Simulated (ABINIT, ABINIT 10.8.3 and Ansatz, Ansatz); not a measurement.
**CaSnF4 (P4/mmm): Bethe-Salpeter spectra with ABINIT**

Aim: the absorption spectrum of CaSnF4 (P4/mmm) with electron-hole interaction, and what each part of the kernel does.

Method: LDA and many-body steps on it, plane waves, in ABINIT 10.8.3 and Ansatz 0.2.0.

### 1. The structure

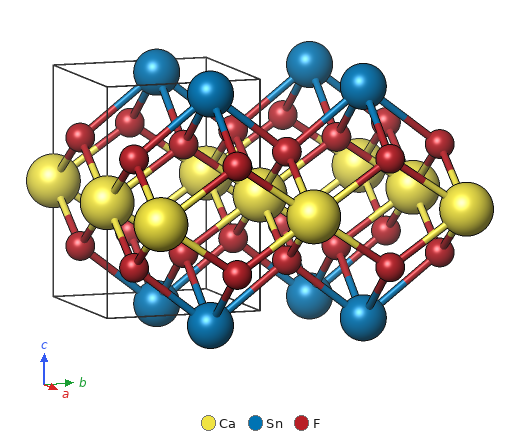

The starting structure, seen slightly off an axis (calcium yellow, tin blue, fluorine red). 2×2×1 cells are drawn. Some periodic images of atoms are drawn too.

The cell and positions are those that the Materials Project relaxed with its own functionals (PBE, PBE+U or r2SCAN), kept fixed.

### 2. Empty states on the mesh, 2×2×2 mesh, 81 bands

This step: ABINIT 10.8.3; DFT, LDA, plane waves, norm-conserving pseudopotentials.

The sums over transitions need many empty states on a uniform mesh; this step solves for them.

The input, run.abi:

```
acell 3*1.0 Angstrom
rprim 
  4.004548000000 0.000000000000 0.000000000000
  0.000000000000 4.004548000000 0.000000000000
  0.000000000000 0.000000000000 5.780467000000
ntypat 3
znucl 20 50 9
natom 6
typat 1 2 3 3 3 3
xred 
  0.000000000000 0.000000000000 0.500000000000
  0.500000000000 0.500000000000 0.000000000000
  0.500000000000 0.000000000000 0.265738000000
  0.500000000000 0.000000000000 0.734262000000
  0.000000000000 0.500000000000 0.734262000000
  0.000000000000 0.500000000000 0.265738000000
pp_dirpath "pseudos"
pseudos "Ca.upf, Sn.upf, F.upf"
ecut 38
ngkpt 2 2 2
nshiftk 1
shiftk 0 0 0
kptopt 1
chksymbreak 0
iscf -2
irdden 1
istwfk *1
nband 81
nbdbuf 6
tolwfr 1e-09
nstep 60
prtvol 0
indata_prefix "in"
outdata_prefix "out"
tmpdata_prefix "tmp"
```

The run is started by

```bash
> OMP_NUM_THREADS=1 mpirun -n 4 abinit run.abi > log
```

Numbers of over 12 decimals in the logs are rounded to 6 here.

Log:

```text
.Version 10.8.3 of ABINIT. v10.8.2 released Aug 2026.

 Symmetries : space group P4/m m m (#123); Bravais tP (primitive tetrag.)
[... echo of the input left out ...]
== DATASET  1 ==================================================================
-   mpi_nproc: 4, omp_nthreads: 1 (-1 if OMP is not activated)

--- !DatasetInfo
iteration_state: {dtset: 1, }
dimensions: {natom: 6, nkpt: 6, mband: 81, nsppol: 1, nspinor: 1, nspden: 1, mpw: 7027, }
cutoff_energies: {ecut:  38.0, pawecutdg:  -1.0, }
[...]
1.07609    1.09802    1.10058    1.10875    1.17443    1.18970    1.18970    1.24379
   1.28217    1.32329    1.32974    1.34346    1.34346    1.34986    1.36902    1.37691
   1.37691
 prteigrs : prtvol=0 or 1, do not print more k-points.

== END DATASET(S) ==============================================================
================================================================================

 -outvars: echo values of variables after computation  --------
            nband          81
             nkpt           6
          spgroup         123
 [... the other variables as echoed above ...]

 Calculation completed.
```

Run time: 34 s. Hardware: 4 MPI ranks of Intel Xeon Platinum 8488C (Sapphire Rapids), shared host; peak memory 0.38 GiB.

Numbers from this step:

```
gap                                                           : 3.394 eV
k of the valence top                                          : 0.5, 0, 0.5
k of the conduction bottom                                    : 0, 0, 0.5
least direct gap                                              : 3.849 eV
k points computed                                             : 6
lowest point of the top converged band, above the valence top : 31.74 eV
```

On this mesh the gap is 3.394 eV.

The density comes from a self-consistent run that is not shown.

### 3. Screening, 2×2×2 mesh, 75 bands, screening to 98 eV

The RPA dielectric matrix is built and inverted for each q.

This step: RPA screening on LDA, plane waves, norm-conserving pseudopotentials.

Edit run.abi of step 2 so:

```diff
@@ -24,10 +24,11 @@
 chksymbreak 0
-iscf -2
-irdden 1
 istwfk *1
-nband 81
-nbdbuf 6
-tolwfr 1e-09
-nstep 60
-prtvol 0
+occopt 1
+irdwfk 1
+optdriver 3
+nband 75
+ecuteps 3.6
+inclvkb 2
+awtr 1
+symchi 1
 indata_prefix "in"
```

Log:

```text
.Version 10.8.3 of ABINIT. v10.8.2 released Aug 2026.

 Symmetries : space group P4/m m m (#123); Bravais tP (primitive tetrag.)
[... echo of the input left out ...]
== DATASET  1 ==================================================================
-   mpi_nproc: 4, omp_nthreads: 1 (-1 if OMP is not activated)

--- !DatasetInfo
iteration_state: {dtset: 1, }
dimensions: {natom: 6, nkpt: 6, mband: 75, nsppol: 1, nspinor: 1, nspden: 1, mpw: 7027, }
cutoff_energies: {ecut:  38.0, pawecutdg:  -1.0, }
[...]
--------------------------------------------------------------------------------
[... chi0 elements left out ...]
 For q-point:  0.000010 0.000020 0.000030
  dielectric constant =   3.0563
  dielectric constant without local fields =   3.5282

  Average fulfillment of the sum rule on Im[epsilon] for q-point    1 :     27.93  [%]
[... wings left out ...]
  q-point number  2        q = ( 0.500000, 0.000000, 0.000000) [r.l.u.]
--------------------------------------------------------------------------------
[... chi0 elements left out ...]
  Average fulfillment of the sum rule on Im[epsilon] for q-point    2 :     32.48  [%]

 [... 4 further q-points ...]
```

It took 22 s on 4 MPI ranks; peak memory 0.97 GiB.

Numbers from this step:

- ε∞ with local fields, on this mesh, along the program's q direction: 3.056
- the same without local fields: 3.528
- plasma frequency: 29.87 eV
- plane waves in the screening matrix: 205

Local fields lower ε∞ by 13 %. On a Γ-centred mesh this coarse the value itself is usually too large, while a short band sum pulls it down.

### 4. Self-energy, 2×2×2 mesh, 75 bands, screening to 98 eV

The self-energy is evaluated for the states that the input lists, and the levels follow from it, in one-shot runs by the linearised quasiparticle equation.

This step: G0W0 on LDA, plane waves, norm-conserving pseudopotentials.

Edit run.abi of step 3 so:

```diff
@@ -27,8 +27,21 @@
 irdwfk 1
-optdriver 3
+optdriver 4
 nband 75
+gwcalctyp 0
+ecutsigx 38
+symsigma 1
+nkptgw 4
+kptgw 
+  0.5000000000 0.0000000000 0.5000000000
+  0.0000000000 0.0000000000 0.5000000000
+  0.5000000000 0.0000000000 0.0000000000
+  0.0000000000 0.0000000000 0.0000000000
+bdgw 
+  29 32
+  28 33
+  29 32
+  29 32
 ecuteps 3.6
-inclvkb 2
-awtr 1
-symchi 1
+irdscr 1
+ppmodel 1
 indata_prefix "in"
```

Log:

```text
.Version 10.8.3 of ABINIT. v10.8.2 released Aug 2026.

 Symmetries : space group P4/m m m (#123); Bravais tP (primitive tetrag.)
[... echo of the input left out ...]
== DATASET  1 ==================================================================
-   mpi_nproc: 4, omp_nthreads: 1 (-1 if OMP is not activated)

--- !DatasetInfo
iteration_state: {dtset: 1, }
dimensions: {natom: 6, nkpt: 6, mband: 75, nsppol: 1, nspinor: 1, nspden: 1, mpw: 7027, }
cutoff_energies: {ecut:  38.0, pawecutdg:  -1.0, }
[...]
Band     E0 <VxcDFT>   SigX SigC(E0)      Z dSigC/dE  Sig(E)    E-E0       E
[...]
31   7.430 -12.544  -7.458  -2.574   0.859  -0.164 -10.385   2.159   9.588
       32   8.818 -12.353  -6.024  -3.091   0.861  -0.162  -9.566   2.787  11.605

== END DATASET(S) ==============================================================
================================================================================

 -outvars: echo values of variables after computation  --------
           etotal      0.0000000000E+00
            nband          75
             nkpt           6
          spgroup         123
 [... the other variables as echoed above ...]

 Calculation completed.
```

Wall time 9.3 s (4 MPI ranks); peak memory 0.96 GiB.

This step gave:

- G0W0 gap on the mesh: 5.656 eV
- starting gap on the mesh: 3.394 eV
- k of the valence top: 0.5, 0, 0.5
- k of the conduction bottom: 0, 0, 0.5
- least direct G0W0 gap on the computed points: 6.199 eV

The gap on the mesh goes from 3.39 eV to 5.66 eV, a correction of +2.26 eV.

The gap opens by 2.262 eV; the next steps shift the empty bands rigidly by 2.262 eV. The least direct G0W0 gap is 6.199 eV, so this shift leaves the direct transitions −0.09 eV off.

### 5. Excitons

Optical absorption needs the electron-hole interaction, solved here in a basis of vertical transitions on the mesh.

This step: Bethe-Salpeter equation on LDA with a scissors shift, plane waves, norm-conserving pseudopotentials.

Edit run.abi of step 4 so:

```diff
@@ -27,21 +27,17 @@
 irdwfk 1
-optdriver 4
-nband 75
-gwcalctyp 0
-ecutsigx 38
-symsigma 1
-nkptgw 4
-kptgw 
-  0.5000000000 0.0000000000 0.5000000000
-  0.0000000000 0.0000000000 0.5000000000
-  0.5000000000 0.0000000000 0.0000000000
-  0.0000000000 0.0000000000 0.0000000000
-bdgw 
-  29 32
-  28 33
-  29 32
-  29 32
+optdriver 99
+bs_calctype 1
+mbpt_sciss 2.262 eV
+bs_loband 19
+nband 39
+bs_exchange_term 1
+bs_coulomb_term 11
+bs_coupling 0
+bs_algorithm 1
+bs_freq_mesh 0 12 0.1 eV
+zcut 0.15 eV
 ecuteps 3.6
+ecutwfn 19
+inclvkb 2
 irdscr 1
-ppmodel 1
 indata_prefix "in"
```

Log:

```text
.Version 10.8.3 of ABINIT. v10.8.2 released Aug 2026.

 Symmetries : space group P4/m m m (#123); Bravais tP (primitive tetrag.)
[... echo of the input left out ...]
== DATASET  1 ==================================================================
-   mpi_nproc: 4, omp_nthreads: 1 (-1 if OMP is not activated)

--- !DatasetInfo
iteration_state: {dtset: 1, }
dimensions: {natom: 6, nkpt: 6, mband: 39, nsppol: 1, nspinor: 1, nspden: 1, mpw: 2518, }
cutoff_energies: {ecut:  19.0, pawecutdg:  -1.0, }
electrons: {nelect:   6.00000000E+01, charge:   0.00000000E+00, occopt:   1.00000000E+00, tsmear:   1.00000000E-02, }

 Exciton: Calculation of dielectric properties by solving the Bethe-Salpeter equation
 in frequency domain and reciprocal space on a transitions basis set.
 Based on a program developed by L. Reining, V. Olevano, F. Sottile,
 S. Albrecht, and G. Onida. Incorporated in ABINIT by M. Giantomassi.

.Using double precision arithmetic ; gwpc =  8

[... cell and pseudopotentials left out ...]
--------------------------------------------------------------------------------

 ==== K-mesh for the wavefunctions ====
 Number of points in the irreducible wedge :     6
[... list of points left out ...]
 Together with 16 symmetry operations and time-reversal symmetry
 yields     8 points in the full Brillouin Zone.

 ==== Q-mesh for the screening function ====
 Number of points in the irreducible wedge :     6
[... list of points left out ...]
 Together with 16 symmetry operations and time-reversal symmetry
 yields     8 points in the full Brillouin Zone.

 vcoul_init : cutoff-mode = AUXILIARY_FUNCTION
 q-points for optical limit:   1
     1)      0.000010    0.000020    0.000030
 setmesh: FFT mesh size selected  =    24x   24x   32
          total number of points  =        18432

 ==== Fundamental parameters for the solution of the Bethe-Salpeter equation: ====
 Algorithm: Direct diagonalization.
 Dimension of the v, W matrices,  npweps  = 205
 Cutoff for the wavefunctions,    npwwfn  = 2485
 Number of k-points in the IBZ,   nkibz   = 6
 Highest empty band included,     nband   = 39
 === Spin UP ===
 Number of resonant transitions          864
 Lowest occupied state                   19
 Highest occupied state                  30
 Lowest unoccupied state                 31
 Highest unoccupied state                39
 Minimum frequency [eV]           Emin    =   0.00
 Maximum frequency [eV]           Emax    =  12.00
 Frequency step [eV]              dE      =   0.10
 Lorentzian broadening [eV]       eta     =   0.15
 RPA L0 with KS energies and KS wavefunctions
 Scissors operator energy [eV] =          2.26
 Local fields effects (v term) included
 Excitonic effects (W term) included
 Full W_GG' included
 W is read from an external SCR file
 Resonant-only calculation (Hermitian case)

 Calculating epsilon_Macro(q-->0,w), along the following directions:
 q = (  1.204405  0.000000  0.000000) [r.l.u.]
 q = (  0.000000  1.204405  0.000000) [r.l.u.]
 q = (  0.000000  0.000000  1.738529) [r.l.u.]
 q = (  1.204405  0.000000  0.000000) [r.l.u.]
 q = (  0.000000  1.204405  0.000000) [r.l.u.]
 q = (  0.000000  0.000000  1.738529) [r.l.u.]
 Number of electrons calculated from density =   59.8407; Expected =   60.0000
 average of density, n =  0.095660
 r_s =    1.3564
 omega_plasma =   29.8346 [eV]

. Writing resonant excitonic Hamiltonian on file out_BSR; file size=   0.01 [Gb].
 Direct diagonalization of the resonant excitonic Hamiltonian, Matrix size= 864
. Using LAPACK sequential version.
 Excitonic eigenvalues in eV up to n=   32
   4.61325   4.61350   5.23738   5.48585   5.48603   5.56254   5.56277   6.25080
   6.25132   6.34575   6.68501   6.70701   6.70706   6.90684   6.90696   6.96092
   7.00767   7.14634   7.14663   7.18016   7.21145   7.21187   7.23083   7.26283
   7.26296   7.30526   7.30560   7.32769   7.32807   7.40499   7.40539   7.41412

 First excitonic eigenvalue=    4.61 [eV]
 Last  excitonic eigenvalue=   15.77 [eV]

 GW  direct gap       6.11  0.00 [eV]
 EXC direct gap       4.61  0.00 [eV]
 EXC binding energy   1.50  0.00 [eV]

 Excitonic eigenvalues up to the GW energy gap [eV]
  1 (  4.61  0.00)
  2 (  4.61  0.00)
  3 (  5.24  0.00)
  4 (  5.49  0.00)
  5 (  5.49  0.00)
  6 (  5.56  0.00)
  7 (  5.56  0.00)

 Macroscopic dielectric function:
 omega [eV] <KS_RPA_nlf>  <GW_RPA_nlf>  <BSE>
   0.0000   3.0128   0.0000   2.4637   0.0000   2.8555   0.0000
   0.1000   3.0134   0.0020   2.4639   0.0006   2.8560   0.0015
   0.2000   3.0154   0.0039   2.4645   0.0013   2.8575   0.0029
   0.3000   3.0187   0.0059   2.4656   0.0020   2.8599   0.0044
   0.4000   3.0233   0.0080   2.4671   0.0026   2.8633   0.0059
   0.5000   3.0293   0.0100   2.4691   0.0033   2.8677   0.0074
   0.6000   3.0366   0.0122   2.4715   0.0039   2.8731   0.0089
   0.7000   3.0454   0.0144   2.4743   0.0046   2.8795   0.0105
   0.8000   3.0557   0.0166   2.4776   0.0053   2.8870   0.0121
   0.9000   3.0675   0.0190   2.4814   0.0060   2.8957   0.0138

 Writing KS-RPA macroscopic dielectric function without local fields to file: out_RPA_NLF_MDF
 Writing GW-RPA macroscopic dielectric function without local fields to file: out_GW_NLF_MDF
 Writing EXC Macroscopic dielectric function to file: out_EXC_MDF

== END DATASET(S) ==============================================================
================================================================================

 -outvars: echo values of variables after computation  --------
           etotal      0.0000000000E+00
            nband          39
             nkpt           6
          spgroup         123
 [... the other variables as echoed above ...]

 Calculation completed.
```

It took 26 s on 4 MPI ranks; peak memory 0.5 GiB.

Numbers from this step:

| Item | Value |
| --- | --- |
| direct gap of the transition levels | 6.111 eV |
| transitions in the window | 864 |
| first strong exciton (over a fiftieth of the strongest listed) | 4.613 eV |
| lowest state | 4.613 eV |
| binding of the lowest state below the direct gap | 1.498 eV |
| Coulomb term of one mesh cell | 1.478 eV |

The binding is 1.0 times the screened Coulomb term of one mesh cell (1.48 eV), so it is not shown settled.

The lowest state lies at 4.613 eV, 1.498 eV under the direct gap.

Lines within 3 meV are set at the lowest of them, and the highest group, which the list may cut short, is left out; lines within 3 meV are set at the lowest of them, and the highest group, which the list may cut short, is left out. Exciton lines, with heights relative to the strongest:

```tsv
position (eV)	lines merged	oscillator strength, relative
4.613	2	100
5.237	1	24
5.486	2	20
5.562	2	12
6.251	2	1.8
6.346	1	0.0
6.685	1	0.7
6.707	2	36
```

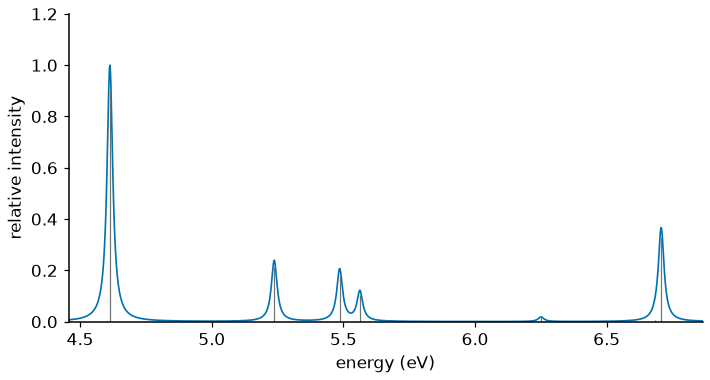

The exciton spectrum, broadened with Lorentzians of width 0.026 eV; bars mark the lines.

The ε₂ has structure finer than the step of the table below, so its rows give means over 1 eV, whole bins alone (the curve runs from 0 to 11.9 eV). Peaks (eV: height): BSE 4.6: 7.82, 5.5: 3.10, 7.4: 5.30, 8.3: 3.04, 10.2: 3.45; no electron-hole interaction 6.4: 4.54, 6.9: 3.12, 8.3: 3.46, 9.2: 5.95, 11.2: 2.27; Kohn-Sham, no shift 4.1: 4.60, 4.8: 3.09, 6.0: 3.40, 6.9: 5.86, 8.9: 2.31, 9.8: 2.98.

Mean over the three Cartesian directions of q; broadening 0.15 eV; transition window only. Limits: finite bands, cutoff and mesh; no spin-orbit coupling; coarse k mesh; exciton not shown settled in the k mesh. ε₂ against photon energy; means over each step:

```tsv
photon energy (eV)	BSE	no electron-hole interaction	Kohn-Sham, no shift
1	0.0159	0.00679	0.0221
2	0.0407	0.0153	0.0629
3	0.107	0.0288	0.267
4	1.03	0.0572	2.86
5	3.57	0.166	2.11
6	1.25	2.37	2.67
7	4.09	2.29	3.83
8	2.60	2.44	1.36
9	1.76	3.93	1.72
10	2.54	1.65	2.37
11	1.82	1.59	1.68
```

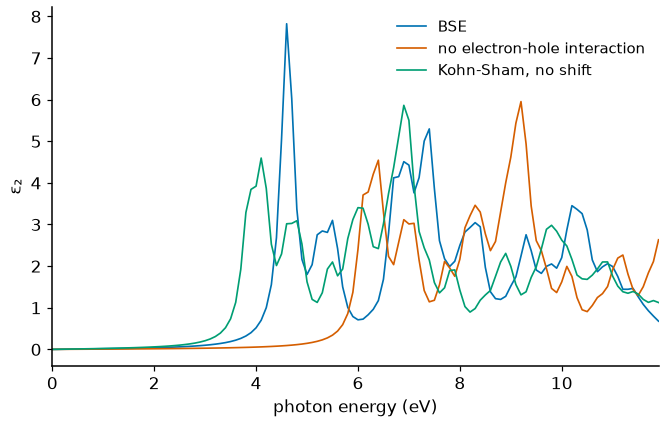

ε₂ against photon energy.

### 6. Triplet (no exchange term)

Edit run.abi of step 5 so:

```diff
@@ -30,5 +30,5 @@
 mbpt_sciss 2.262 eV
-bs_loband 19
-nband 39
-bs_exchange_term 1
+bs_loband 24
+nband 34
+bs_exchange_term 0
 bs_coulomb_term 11
@@ -36,3 +36,3 @@
 bs_algorithm 1
-bs_freq_mesh 0 12 0.1 eV
+bs_freq_mesh 0 10 0.1 eV
 zcut 0.15 eV
```

Log:

```text
.Version 10.8.3 of ABINIT. v10.8.2 released Aug 2026.

 Symmetries : space group P4/m m m (#123); Bravais tP (primitive tetrag.)
[... echo of the input left out ...]
== DATASET  1 ==================================================================
-   mpi_nproc: 4, omp_nthreads: 1 (-1 if OMP is not activated)

--- !DatasetInfo
iteration_state: {dtset: 1, }
dimensions: {natom: 6, nkpt: 6, mband: 34, nsppol: 1, nspinor: 1, nspden: 1, mpw: 2518, }
cutoff_energies: {ecut:  19.0, pawecutdg:  -1.0, }
electrons: {nelect:   6.00000000E+01, charge:   0.00000000E+00, occopt:   1.00000000E+00, tsmear:   1.00000000E-02, }

 Exciton: Calculation of dielectric properties by solving the Bethe-Salpeter equation
 in frequency domain and reciprocal space on a transitions basis set.
 Based on a program developed by L. Reining, V. Olevano, F. Sottile,
 S. Albrecht, and G. Onida. Incorporated in ABINIT by M. Giantomassi.

.Using double precision arithmetic ; gwpc =  8

[... cell and pseudopotentials left out ...]
--------------------------------------------------------------------------------

 ==== K-mesh for the wavefunctions ====
 Number of points in the irreducible wedge :     6
[... list of points left out ...]
 Together with 16 symmetry operations and time-reversal symmetry
 yields     8 points in the full Brillouin Zone.

 ==== Q-mesh for the screening function ====
 Number of points in the irreducible wedge :     6
[... list of points left out ...]
 Together with 16 symmetry operations and time-reversal symmetry
 yields     8 points in the full Brillouin Zone.

 vcoul_init : cutoff-mode = AUXILIARY_FUNCTION
 q-points for optical limit:   1
     1)      0.000010    0.000020    0.000030
 setmesh: FFT mesh size selected  =    24x   24x   32
[...]
average of density, n =  0.095660
 r_s =    1.3564
 omega_plasma =   29.8346 [eV]

. Writing resonant excitonic Hamiltonian on file out_BSR; file size=   0.00 [Gb].
 Direct diagonalization of the resonant excitonic Hamiltonian, Matrix size= 224
. Using LAPACK sequential version.
 Excitonic eigenvalues in eV up to n=   32
   4.15681   4.15701   4.84594   5.32954   5.32962   5.54406   5.54413   6.01798
   6.24282   6.24304   6.31358   6.70070   6.70074   6.83696   6.85997   6.88607
   6.88619   6.94078   6.94094   7.15366   7.15387   7.16615   7.26239   7.26982
   7.26999   7.28293   7.29347   7.29386   7.41168   7.44072   7.44099   7.46419

 First excitonic eigenvalue=    4.16 [eV]
 Last  excitonic eigenvalue=   11.55 [eV]

 GW  direct gap       6.11  0.00 [eV]
 EXC direct gap       4.16  0.00 [eV]
 EXC binding energy   1.95  0.00 [eV]

 Excitonic eigenvalues up to the GW energy gap [eV]
  1 (  4.16  0.00)
  2 (  4.16  0.00)
  3 (  4.85  0.00)
[...]
7 (  5.54  0.00)
  8 (  6.02  0.00)

 Macroscopic dielectric function:
 omega [eV] <KS_RPA_nlf>  <GW_RPA_nlf>  <BSE>
   0.0000   2.6134   0.0000   2.1389   0.0000   2.6819   0.0000
   0.1000   2.6140   0.0018   2.1391   0.0006   2.6826   0.0021
   0.2000   2.6158   0.0037   2.1397   0.0012   2.6847   0.0041
[...]
0.8000   2.6535   0.0156   2.1515   0.0048   2.7271   0.0176
   0.9000   2.6646   0.0178   2.1548   0.0054   2.7396   0.0201

 Writing KS-RPA macroscopic dielectric function without local fields to file: out_RPA_NLF_MDF
 Writing GW-RPA macroscopic dielectric function without local fields to file: out_GW_NLF_MDF
 Writing EXC Macroscopic dielectric function to file: out_EXC_MDF

== END DATASET(S) ==============================================================
================================================================================

 -outvars: echo values of variables after computation  --------
           etotal      0.0000000000E+00
            nband          34
             nkpt           6
          spgroup         123
 [... the other variables as echoed above ...]

 Calculation completed.
```

Run time: 7.8 s. Hardware: 4 MPI ranks; peak memory 0.43 GiB; 30 s of CPU time.

The lowest triplet lies at 4.157 eV; without spin-orbit coupling triplets are dark, so no spectrum is read.

[end of part 1 of 3]

[Paths, hosts, dates, memory and timing lines, banners, echoed tables and standing remarks are left out of the program output.]

[Logs are printed without paths, hosts, clocks, repeated set-up lines and the standing remarks that a program may print on its own settings, such as how far it seeks lower states.]

[Runs of the session that timed out or met a known fault of the program may be left out.]

[Hosts, paths, dates, database ids (printed as entryN), source tags and the programs' standing remarks are cut or masked in the printed files.]

[G0W0 gaps are taken among the corrected bands and points alone; a level outside them can change the order at an edge.]

[Where Ansatz stands beside ABINIT at settings called matched, ABINIT's density can come from a denser mesh and the files from another edition; pairs whose starting gaps differed by over 0.03 eV were left out, so agreement reads better than it is.]
